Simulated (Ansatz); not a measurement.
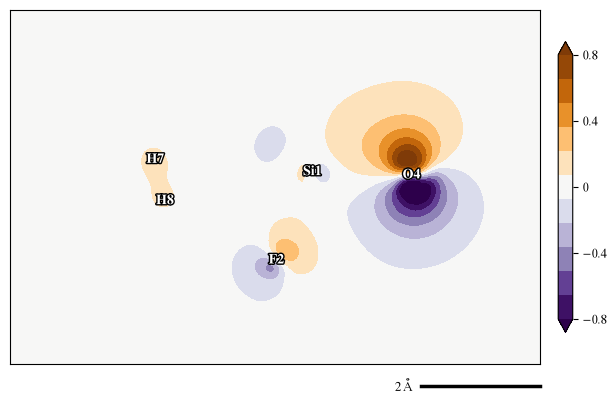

FH3OSi···H2. The HOMO on the plane of atoms F2, Si1 and O4 (values in Å⁻³ᐟ²; the overall sign is arbitrary).

Not at a stationary point (largest force 1.7 eV/Å).

Method: Ansatz 0.2.0, RKS PBE-D4/6-31G*.

The calculation's input:

```
crystal:
  periodic: [false, false, false]
  atoms:
    - { symbol: Si, position_ang: [0.0, 0.0, 0.0] }
    - { symbol: F, position_ang: [0.0, 0.0, 1.94] }
    - { symbol: H, position_ang: [1.3768, 0.0, -0.4862] }
    - { symbol: O, position_ang: [-0.7913, 1.3709, -0.5594] }
    - { symbol: H, position_ang: [-1.7491, 1.1401, -0.7818] }
    - { symbol: H, position_ang: [-0.6877, -1.1914, -0.4862] }
    - { symbol: H, position_ang: [0.9186, -1.3949, 0.555] }
    - { symbol: H, position_ang: [0.696, -1.057, 1.4751] }
basis:
  gaussian: { orbitals: "6-31G*" }
hamiltonian:
  xc: pbe
  dispersion: d4
relax:
  f_tol: 0.15
  max_steps: 25
  restrain:
    - { distance: [0, 6], at: 2.66, k: 30.0 }
    - { distance: [7, 1], at: 2.12, k: 30.0 }
    - { distance: [0, 1], at: 1.59, k: 30.0 }
    - { distance: [7, 6], at: 0.66, k: 30.0 }
output:
  orbitals: {}
```

Launched as:

```sh
ansatz run input.yaml --threads 1 --pin off --max-ram 2048MiB --backend cpu --events-out ev --progress --plain --runs-dir out
```

The fields are those of the run's last geometry, not of the input's.

What is the character of this orbital?

Answer. It lies mainly on O4 (about 60 %), Si1 (about 15 %) and H6 (about 15 %). Its energy is −7.47 eV.
